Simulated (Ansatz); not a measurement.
# SnCl2 (SMILES [Cl][Sn][Cl]): HF/3-21G

Aim: the energy change on altering one bond length of SnCl2 at HF/3-21G, from 2 runs. 

The calculation is run with Ansatz 0.2.0.

28 further runs of the same task are left out: 28 set aside as unsound or not needed.

## 1. The system as given

SnCl2 has 3 atoms, charge 0, and is taken as a singlet. SMILES: `[Cl][Sn][Cl]`. Geometry: a GFN2-xTB relaxation, a rough one for these elements and not checked as a minimum.

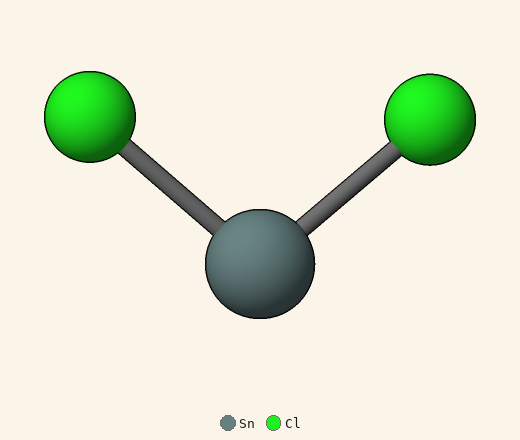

The structure, seen from a chosen angle (tin teal, chlorine green).

## 2. A single-point energy at HF/3-21G

Contents of job.yaml:

```yaml
crystal:
  periodic: [false, false, false]
  atoms:
    - symbol: Sn
      position_ang: [0.004910, -0.007160, -1.023740]
    - symbol: Cl
      position_ang: [1.812600, -0.019020, 0.521020]
    - symbol: Cl
      position_ang: [-1.817510, 0.026180, 0.502720]
basis:
  gaussian: {orbitals: 3-21G-spherical.json}
accuracy: high
hamiltonian: {xc: hf}
output: {orbitals: {seedname: orbitals}}
```

The basis set 3-21G is read from a file made from the Basis Set Exchange's data (not shown).

On the command line:

```
$ ansatz run job.yaml --threads 1 --pin off --max-ram 2610MiB --events-out events.jsonl --progress --plain --runs-dir runs
```

Log:

```text
Warning: RAYON_NUM_THREADS=1 ignored (pool sized by the plan → 1); use --threads N
Functional definition: HF
  name "HF"
  exchange = exact_x
  correlation = 0
1151 factors; integrals over basis functions are off by at most 4.4e-9 eV
mean field evaluation 1: about -188056.7107 eV, gradient 1.6e1 eV
mean field evaluation 2: about -188056.7448 eV, gradient 1.6e1 eV
mean field evaluation 4: about -188057.8799 eV, gradient 7.8e-1 eV
mean field evaluation 8: about -188057.8855 eV, gradient 7.6e-5 eV
mean field -188057.88547006 eV, -6910.9998208115 hartree, gradient 3.2e-8 eV, S^2 0.000000; 0 other end points of the search recorded, 0 dependent functions left out
reference -188057.88547006 eV, -6910.9998208115 hartree; 42, 42 occupied and 15, 15 virtual orbitals, 1151 factors
Total energy: -188057.88547006 eV, -6910.9998208115 hartree
```

It took 0.84 s on 1 thread of AMD EPYC 9R45 (Zen 5), shared host; peak memory 0.17 GiB.

## 3. The distorted shape, same level

Contents of in.yaml:

```yaml
crystal:
  periodic: [false, false, false]
  atoms:
    - {symbol: Sn, position_ang: [-0.537394, -0.003602, -1.487165]}
    - {symbol: Cl, position_ang: [1.812600, -0.019020, 0.521020]}
    - {symbol: Cl, position_ang: [-2.359814, 0.029738, 0.039295]}
basis:
  gaussian: {orbitals: 3-21G-spherical.json}
hamiltonian: {xc: hf}
accuracy: high
output: {orbitals: {seedname: orbitals}}
```

The basis set 3-21G is read from a file made from the Basis Set Exchange's data (not shown).

On the command line:

```
$ ansatz run in.yaml --threads 1 --pin off --max-ram 2610MiB --events-out events.jsonl --progress --plain --runs-dir runs
```

Log:

```text
Warning: RAYON_NUM_THREADS=1 ignored (pool sized by the plan → 1); use --threads N
[... 4 set-up lines as earlier in the session ...]
1124 factors; integrals over basis functions are off by at most 6.4e-9 eV
mean field evaluation 1: about -188054.8383 eV, gradient 2.1e1 eV
mean field evaluation 2: about -188054.8664 eV, gradient 2.1e1 eV
mean field evaluation 4: about -188056.8715 eV, gradient 1.2e0 eV
mean field evaluation 8: about -188056.8876 eV, gradient 1.1e-3 eV
mean field evaluation 16: about -188048.7340 eV, gradient 2.0e0 eV
mean field -188056.88760245 eV, -6910.9631498535 hartree, gradient 4.0e-8 eV, S^2 0.000000; 0 other end points of the search recorded, 0 dependent functions left out
reference -188056.88760245 eV, -6910.9631498535 hartree; 42, 42 occupied and 15, 15 virtual orbitals, 1124 factors
Total energy: -188056.88760245 eV, -6910.9631498535 hartree
```

Run time: 0.84 s. Hardware: 1 thread of AMD EPYC 9R45 (Zen 5), shared host; peak memory 0.16 GiB.

## 4. Outcome

At HF/3-21G:

| quantity | value |
| --- | --- |
| first shape: total energy | -6910.99982 Eh |
| first shape: HOMO energy | -10.28 eV |
| first shape: LUMO energy | -0.92 eV |
| first shape: HOMO–LUMO gap | 9.36 eV |
| distorted shape: total energy | -6910.96315 Eh |
| distorted shape: HOMO energy | -10.10 eV |
| distorted shape: LUMO energy | -1.76 eV |
| distorted shape: HOMO–LUMO gap | 8.34 eV |
| energy change with the Sn1–Cl2 bond stretched from 2.378 to 3.091 Å | 0.998 eV |

What this shows: With the Sn1–Cl2 bond stretched from 2.378 to 3.091 Å the energy rises by 1.00 eV (23.0 kcal/mol). The first shape isn't relaxed at this level, so the change isn't measured from a minimum. Relativity is left out (first shape) although the molecule holds a heavy atom. Relativity is left out (distorted shape) although the molecule holds a heavy atom.
